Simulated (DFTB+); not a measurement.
CH$_{4}$OS: geometry relaxation (part 4 of 4)

CH$_{4}$OS, SMILES C[SH]=O; DFTB2, R-SCC (DFTB+ 25.1). The geometry comes from this level: GFN2-xTB.

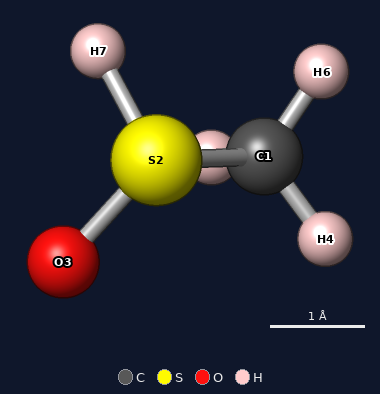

Fig. 1: The geometry at step 22 of the log (ball-and-stick view, seen at a tilt; atoms are numbered from 1 in the order of the input).

Trajectory as extended XYZ (Å, eV, eV/Å), 44 frames, from step=0 to step=43:
```
7
Properties=species:S:1:pos:R:3 step=0 energy=-244.11163
C    -0.5675    0.4068   -0.2697
S     1.1445   -0.2275    0.0377
O     1.1074   -1.6672   -0.1979
H    -0.7373    0.3929   -1.3417
H    -1.2860   -0.2368    0.2245
H    -0.6243    1.4216    0.1066
H     0.9633   -0.0897    1.4405
7
Properties=species:S:1:pos:R:3 step=1 energy=-244.11259
C    -0.5674    0.4068   -0.2697
S     1.1445   -0.2274    0.0378
O     1.1074   -1.6674   -0.1979
H    -0.7374    0.3929   -1.3417
H    -1.2860   -0.2368    0.2246
H    -0.6244    1.4216    0.1066
H     0.9633   -0.0898    1.4404
7
Properties=species:S:1:pos:R:3 step=2 energy=-244.11447
C    -0.5672    0.4069   -0.2697
S     1.1443   -0.2270    0.0380
O     1.1074   -1.6678   -0.1980
H    -0.7374    0.3929   -1.3418
H    -1.2861   -0.2369    0.2246
H    -0.6244    1.4217    0.1066
H     0.9634   -0.0898    1.4403
7
Properties=species:S:1:pos:R:3 step=3 energy=-244.11718
C    -0.5669    0.4069   -0.2697
S     1.1441   -0.2266    0.0383
O     1.1075   -1.6683   -0.1981
H    -0.7375    0.3929   -1.3419
H    -1.2862   -0.2369    0.2246
H    -0.6245    1.4218    0.1066
H     0.9634   -0.0898    1.4402
7
Properties=species:S:1:pos:R:3 step=4 energy=-244.12063
C    -0.5665    0.4069   -0.2698
S     1.1439   -0.2259    0.0387
O     1.1076   -1.6690   -0.1982
H    -0.7376    0.3930   -1.3420
H    -1.2863   -0.2369    0.2247
H    -0.6247    1.4219    0.1066
H     0.9636   -0.0898    1.4399
7
Properties=species:S:1:pos:R:3 step=5 energy=-244.12466
C    -0.5660    0.4069   -0.2698
S     1.1435   -0.2252    0.0393
O     1.1077   -1.6699   -0.1984
H    -0.7377    0.3930   -1.3421
H    -1.2865   -0.2370    0.2248
H    -0.6248    1.4221    0.1066
H     0.9637   -0.0899    1.4396
7
Properties=species:S:1:pos:R:3 step=6 energy=-244.12912
C    -0.5654    0.4069   -0.2698
S     1.1431   -0.2243    0.0399
O     1.1079   -1.6709   -0.1986
H    -0.7378    0.3931   -1.3423
H    -1.2867   -0.2371    0.2249
H    -0.6250    1.4223    0.1066
H     0.9639   -0.0899    1.4393
7
Properties=species:S:1:pos:R:3 step=7 energy=-244.13436
C    -0.5647    0.4069   -0.2699
S     1.1426   -0.2232    0.0408
O     1.1081   -1.6722   -0.1988
H    -0.7380    0.3931   -1.3425
H    -1.2869   -0.2372    0.2250
H    -0.6253    1.4225    0.1066
H     0.9642   -0.0900    1.4388
7
Properties=species:S:1:pos:R:3 step=8 energy=-244.14025
C    -0.5637    0.4070   -0.2700
S     1.1420   -0.2218    0.0418
O     1.1084   -1.6738   -0.1991
H    -0.7383    0.3932   -1.3428
H    -1.2872   -0.2374    0.2252
H    -0.6256    1.4229    0.1067
H     0.9645   -0.0900    1.4382
7
Properties=species:S:1:pos:R:3 step=9 energy=-244.14654
C    -0.5626    0.4070   -0.2700
S     1.1411   -0.2202    0.0431
O     1.1087   -1.6758   -0.1994
H    -0.7386    0.3933   -1.3432
H    -1.2876   -0.2375    0.2254
H    -0.6260    1.4233    0.1067
H     0.9649   -0.0901    1.4375
7
Properties=species:S:1:pos:R:3 step=10 energy=-244.15284
C    -0.5611    0.4070   -0.2701
S     1.1400   -0.2184    0.0447
O     1.1092   -1.6780   -0.1998
H    -0.7389    0.3935   -1.3437
H    -1.2881   -0.2377    0.2256
H    -0.6266    1.4238    0.1067
H     0.9655   -0.0902    1.4366
7
Properties=species:S:1:pos:R:3 step=11 energy=-244.15863
C    -0.5593    0.4071   -0.2702
S     1.1386   -0.2164    0.0468
O     1.1098   -1.6806   -0.2003
H    -0.7394    0.3937   -1.3443
H    -1.2886   -0.2379    0.2259
H    -0.6272    1.4245    0.1067
H     0.9661   -0.0904    1.4354
7
Properties=species:S:1:pos:R:3 step=12 energy=-244.16339
C    -0.5571    0.4072   -0.2703
S     1.1369   -0.2145    0.0492
O     1.1106   -1.6834   -0.2008
H    -0.7400    0.3939   -1.3450
H    -1.2893   -0.2381    0.2262
H    -0.6282    1.4254    0.1067
H     0.9670   -0.0906    1.4340
7
Properties=species:S:1:pos:R:3 step=13 energy=-244.16674
C    -0.5545    0.4072   -0.2704
S     1.1348   -0.2128    0.0521
O     1.1116   -1.6862   -0.2014
H    -0.7408    0.3943   -1.3459
H    -1.2900   -0.2382    0.2266
H    -0.6293    1.4264    0.1067
H     0.9681   -0.0908    1.4323
7
Properties=species:S:1:pos:R:3 step=14 energy=-244.16872
C    -0.5517    0.4073   -0.2704
S     1.1324   -0.2117    0.0553
O     1.1129   -1.6887   -0.2019
H    -0.7416    0.3947   -1.3470
H    -1.2908   -0.2383    0.2269
H    -0.6308    1.4277    0.1067
H     0.9695   -0.0910    1.4303
7
Properties=species:S:1:pos:R:3 step=15 energy=-244.16978
C    -0.5487    0.4074   -0.2704
S     1.1297   -0.2116    0.0587
O     1.1145   -1.6906   -0.2022
H    -0.7426    0.3952   -1.3481
H    -1.2915   -0.2382    0.2272
H    -0.6325    1.4291    0.1066
H     0.9711   -0.0913    1.4282
7
Properties=species:S:1:pos:R:3 step=16 energy=-244.17057
C    -0.5458    0.4075   -0.2704
S     1.1268   -0.2126    0.0621
O     1.1164   -1.6919   -0.2025
H    -0.7437    0.3957   -1.3492
H    -1.2922   -0.2379    0.2273
H    -0.6345    1.4307    0.1064
H     0.9729   -0.0917    1.4262
7
Properties=species:S:1:pos:R:3 step=17 energy=-244.17081
C    -0.5459    0.4075   -0.2704
S     1.1268   -0.2127    0.0621
O     1.1164   -1.6918   -0.2024
H    -0.7437    0.3957   -1.3492
H    -1.2921   -0.2379    0.2273
H    -0.6345    1.4307    0.1064
H     0.9729   -0.0917    1.4262
7
Properties=species:S:1:pos:R:3 step=18 energy=-244.17129
C    -0.5460    0.4075   -0.2704
S     1.1268   -0.2130    0.0621
O     1.1165   -1.6916   -0.2024
H    -0.7437    0.3958   -1.3492
H    -1.2921   -0.2378    0.2273
H    -0.6346    1.4307    0.1064
H     0.9730   -0.0917    1.4262
7
Properties=species:S:1:pos:R:3 step=19 energy=-244.17197
C    -0.5461    0.4076   -0.2703
S     1.1268   -0.2135    0.0620
O     1.1166   -1.6912   -0.2023
H    -0.7437    0.3958   -1.3492
H    -1.2921   -0.2377    0.2272
H    -0.6347    1.4307    0.1063
H     0.9731   -0.0917    1.4263
7
Properties=species:S:1:pos:R:3 step=20 energy=-244.17281
C    -0.5462    0.4076   -0.2703
S     1.1268   -0.2141    0.0619
O     1.1167   -1.6908   -0.2022
H    -0.7437    0.3958   -1.3492
H    -1.2920   -0.2376    0.2272
H    -0.6348    1.4308    0.1063
H     0.9732   -0.0917    1.4263
7
Properties=species:S:1:pos:R:3 step=21 energy=-244.17375
C    -0.5464    0.4076   -0.2703
S     1.1268   -0.2148    0.0618
O     1.1169   -1.6904   -0.2021
H    -0.7437    0.3959   -1.3491
H    -1.2919   -0.2374    0.2271
H    -0.6350    1.4308    0.1062
H     0.9733   -0.0917    1.4264
7
Properties=species:S:1:pos:R:3 step=22 energy=-244.17475
C    -0.5466    0.4076   -0.2703
S     1.1268   -0.2157    0.0617
O     1.1171   -1.6898   -0.2020
H    -0.7438    0.3960   -1.3491
H    -1.2918   -0.2372    0.2270
H    -0.6351    1.4309    0.1061
H     0.9734   -0.0918    1.4265
7
Properties=species:S:1:pos:R:3 step=23 energy=-244.17585
C    -0.5469    0.4077   -0.2702
S     1.1268   -0.2167    0.0616
O     1.1174   -1.6892   -0.2018
H    -0.7438    0.3960   -1.3491
H    -1.2917   -0.2369    0.2268
H    -0.6354    1.4309    0.1060
H     0.9736   -0.0919    1.4267
7
Properties=species:S:1:pos:R:3 step=24 energy=-244.17695
C    -0.5473    0.4078   -0.2702
S     1.1268   -0.2180    0.0614
O     1.1177   -1.6884   -0.2016
H    -0.7439    0.3962   -1.3490
H    -1.2915   -0.2366    0.2266
H    -0.6357    1.4310    0.1059
H     0.9739   -0.0919    1.4269
7
Properties=species:S:1:pos:R:3 step=25 energy=-244.17795
C    -0.5478    0.4078   -0.2701
S     1.1268   -0.2196    0.0612
O     1.1182   -1.6875   -0.2014
H    -0.7439    0.3963   -1.3490
H    -1.2914   -0.2361    0.2264
H    -0.6361    1.4311    0.1057
H     0.9742   -0.0920    1.4271
7
Properties=species:S:1:pos:R:3 step=26 energy=-244.17872
C    -0.5483    0.4079   -0.2700
S     1.1268   -0.2213    0.0610
O     1.1188   -1.6866   -0.2011
H    -0.7440    0.3965   -1.3489
H    -1.2912   -0.2356    0.2261
H    -0.6367    1.4313    0.1055
H     0.9747   -0.0922    1.4274
7
Properties=species:S:1:pos:R:3 step=27 energy=-244.17918
C    -0.5490    0.4081   -0.2700
S     1.1267   -0.2232    0.0609
O     1.1195   -1.6859   -0.2008
H    -0.7442    0.3967   -1.3488
H    -1.2909   -0.2349    0.2258
H    -0.6375    1.4315    0.1052
H     0.9752   -0.0924    1.4277
7
Properties=species:S:1:pos:R:3 step=28 energy=-244.17942
C    -0.5497    0.4083   -0.2699
S     1.1267   -0.2250    0.0607
O     1.1205   -1.6855   -0.2005
H    -0.7443    0.3971   -1.3486
H    -1.2907   -0.2340    0.2254
H    -0.6384    1.4317    0.1048
H     0.9760   -0.0927    1.4282
7
Properties=species:S:1:pos:R:3 step=29 energy=-244.17968
C    -0.5504    0.4086   -0.2699
S     1.1266   -0.2265    0.0607
O     1.1216   -1.6855   -0.2003
H    -0.7446    0.3975   -1.3485
H    -1.2906   -0.2331    0.2249
H    -0.6395    1.4320    0.1044
H     0.9769   -0.0930    1.4286
7
Properties=species:S:1:pos:R:3 step=30 energy=-244.18025
C    -0.5511    0.4089   -0.2699
S     1.1264   -0.2277    0.0609
O     1.1229   -1.6861   -0.2001
H    -0.7449    0.3979   -1.3484
H    -1.2905   -0.2320    0.2245
H    -0.6408    1.4324    0.1039
H     0.9779   -0.0935    1.4291
7
Properties=species:S:1:pos:R:3 step=31 energy=-244.18135
C    -0.5517    0.4093   -0.2700
S     1.1263   -0.2283    0.0611
O     1.1243   -1.6873   -0.1999
H    -0.7452    0.3984   -1.3482
H    -1.2906   -0.2309    0.2240
H    -0.6423    1.4328    0.1033
H     0.9792   -0.0940    1.4297
7
Properties=species:S:1:pos:R:3 step=32 energy=-244.18292
C    -0.5522    0.4099   -0.2702
S     1.1260   -0.2284    0.0615
O     1.1260   -1.6894   -0.1998
H    -0.7456    0.3990   -1.3481
H    -1.2908   -0.2298    0.2236
H    -0.6440    1.4334    0.1027
H     0.9806   -0.0947    1.4303
7
Properties=species:S:1:pos:R:3 step=33 energy=-244.18456
C    -0.5525    0.4105   -0.2704
S     1.1258   -0.2280    0.0621
O     1.1279   -1.6922   -0.1997
H    -0.7462    0.3997   -1.3480
H    -1.2913   -0.2285    0.2232
H    -0.6460    1.4340    0.1019
H     0.9823   -0.0955    1.4309
7
Properties=species:S:1:pos:R:3 step=34 energy=-244.18572
C    -0.5524    0.4113   -0.2708
S     1.1254   -0.2274    0.0629
O     1.1301   -1.6954   -0.1995
H    -0.7468    0.4006   -1.3481
H    -1.2923   -0.2273    0.2229
H    -0.6483    1.4348    0.1011
H     0.9843   -0.0966    1.4316
7
Properties=species:S:1:pos:R:3 step=35 energy=-244.18637
C    -0.5521    0.4122   -0.2712
S     1.1251   -0.2273    0.0635
O     1.1326   -1.6984   -0.1992
H    -0.7476    0.4016   -1.3482
H    -1.2937   -0.2259    0.2226
H    -0.6511    1.4358    0.1001
H     0.9867   -0.0979    1.4323
7
Properties=species:S:1:pos:R:3 step=36 energy=-244.18718
C    -0.5517    0.4131   -0.2715
S     1.1249   -0.2283    0.0641
O     1.1354   -1.7006   -0.1985
H    -0.7484    0.4027   -1.3485
H    -1.2955   -0.2245    0.2224
H    -0.6541    1.4370    0.0989
H     0.9894   -0.0995    1.4332
7
Properties=species:S:1:pos:R:3 step=37 energy=-244.18857
C    -0.5514    0.4139   -0.2717
S     1.1249   -0.2307    0.0644
O     1.1384   -1.7014   -0.1974
H    -0.7494    0.4039   -1.3490
H    -1.2976   -0.2228    0.2220
H    -0.6574    1.4384    0.0976
H     0.9925   -0.1014    1.4341
7
Properties=species:S:1:pos:R:3 step=38 energy=-244.18976
C    -0.5514    0.4144   -0.2717
S     1.1252   -0.2343    0.0645
O     1.1416   -1.7010   -0.1959
H    -0.7504    0.4053   -1.3496
H    -1.3000   -0.2208    0.2216
H    -0.6609    1.4400    0.0962
H     0.9959   -0.1036    1.4350
7
Properties=species:S:1:pos:R:3 step=39 energy=-244.18995
C    -0.5523    0.4145   -0.2714
S     1.1260   -0.2376    0.0646
O     1.1449   -1.7006   -0.1940
H    -0.7513    0.4069   -1.3503
H    -1.3027   -0.2183    0.2208
H    -0.6645    1.4415    0.0945
H     0.9999   -0.1064    1.4359
7
Properties=species:S:1:pos:R:3 step=40 energy=-244.19010
C    -0.5524    0.4144   -0.2714
S     1.1260   -0.2373    0.0647
O     1.1449   -1.7008   -0.1940
H    -0.7513    0.4069   -1.3502
H    -1.3027   -0.2183    0.2208
H    -0.6645    1.4415    0.0944
H     0.9999   -0.1065    1.4358
7
Properties=species:S:1:pos:R:3 step=41 energy=-244.19032
C    -0.5526    0.4144   -0.2714
S     1.1261   -0.2367    0.0648
O     1.1449   -1.7012   -0.1940
H    -0.7512    0.4069   -1.3502
H    -1.3028   -0.2182    0.2207
H    -0.6644    1.4414    0.0944
H     1.0000   -0.1066    1.4358
7
Properties=species:S:1:pos:R:3 step=42 energy=-244.19054
C    -0.5529    0.4143   -0.2714
S     1.1262   -0.2359    0.0649
O     1.1449   -1.7018   -0.1940
H    -0.7512    0.4069   -1.3501
H    -1.3030   -0.2181    0.2206
H    -0.6643    1.4413    0.0943
H     1.0002   -0.1068    1.4358
7
Properties=species:S:1:pos:R:3 step=43 energy=-244.19069
C    -0.5532    0.4142   -0.2714
S     1.1264   -0.2350    0.0650
O     1.1449   -1.7023   -0.1940
H    -0.7511    0.4069   -1.3500
H    -1.3032   -0.2179    0.2205
H    -0.6642    1.4412    0.0941
H     1.0004   -0.1071    1.4357
```

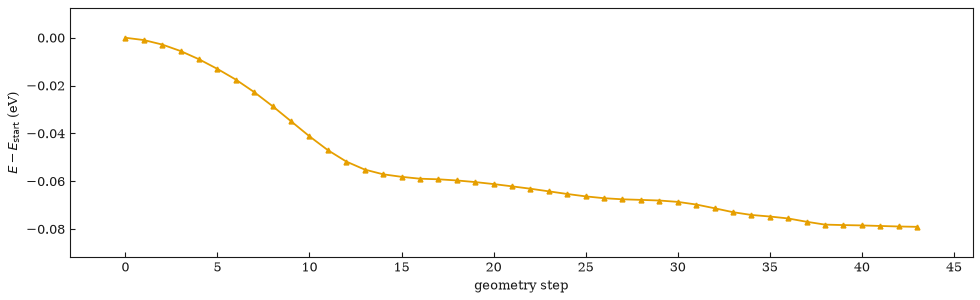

Fig. 2: Progress of the relaxation, step by step (steps are counted from 0).

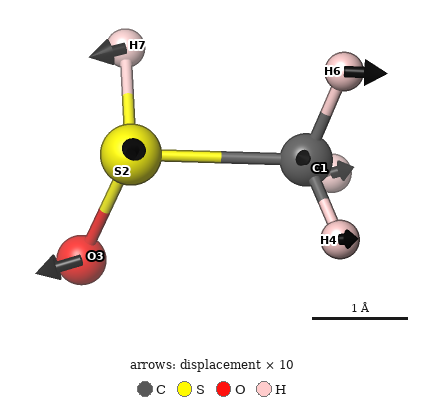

Fig. 3: The starting structure with the displacements as black arrows, magnified 10 times (ball-and-stick view, seen at a tilt). The two geometries are laid on each other by the best rigid fit. Over 43 geometry steps the energy falls by 0.079 eV. The atom that moves furthest after the best rigid fit is O3 (0.052 Å). By element the largest moves are O 0.052 Å, H 0.046 Å, S 0.034 Å, C 0.016 Å. Among the contacts that change: S2–H7 1.421 → 1.382 Å, S2–O3 1.459 → 1.490 Å, C1–S2 1.851 → 1.832 Å, C1–H5 1.084 → 1.097 Å. Among the angles that change: S2–C1–H6 108.2° → 111.3°, C1–S2–H7 90.7° → 93.8°, H5–C1–H6 111.3° → 108.7°. (Atoms are counted from 1 in the order of the input.)

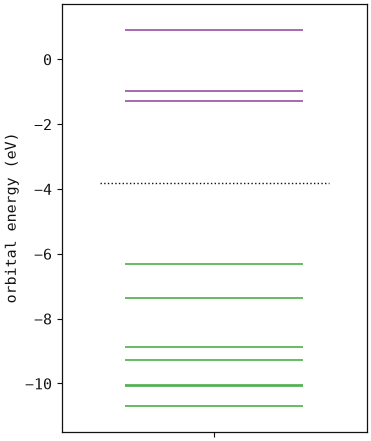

Fig. 4: Orbital energies near the frontier; the dotted line parts filled from empty levels, and levels within 0.02 eV of each other stand side by side. Highest filled −6.32 eV, lowest empty −1.29 eV, 5.03 eV apart.

This output came from the following input.

Input (dftb_in.hsd):
```
Geometry {
  TypeNames {
    "C" "S" "O" "H"
  }
  TypesAndCoordinates [Angstrom] {
    1 -0.567460 0.406850 -0.269680
    2 1.144530 -0.227530 0.037660
    3 1.107370 -1.667200 -0.197910
    4 -0.737340 0.392860 -1.341680
    4 -1.286010 -0.236800 0.224540
    4 -0.624340 1.421560 0.106570
    4 0.963250 -0.089750 1.440500
  }
}

Driver = GeometryOptimisation {
  Optimiser = FIRE {}
  MaxSteps = 100
  Convergence {
    GradElem = 0.001
  }
  AppendGeometries = Yes
}

Hamiltonian = DFTB {
  SCC = Yes
  SlaterKosterFiles = Type2FileNames {
    Prefix = "slakos/"
    Separator = ""
    Suffix = ".spl"
    LowerCaseTypeName = Yes
  }
  MaxAngularMomentum {
    C = "p"
    S = "d"
    O = "p"
    H = "s"
  }
}

Analysis {
  PrintForces = Yes
}

Options {
  WriteResultsTag = Yes
}

ParserOptions {
  ParserVersion = 14
}
```

Command:
```bash
dftb+ > dftb.out
```

Summary:

```tsv
quantity	value
outcome	converged
Mermin free energy	−8.973842 hartree
basis functions	21
largest force	0.067 eV/Å
HOMO	−6.32 eV
LUMO	−1.29 eV
dipole moment	2.12 D
hardware	1 thread of AMD EPYC (Zen 5), 32 GiB of memory available, shared host
peak memory	0.072 GiB
```

Notes:

Settings chosen away from the usual ones: optimiser.
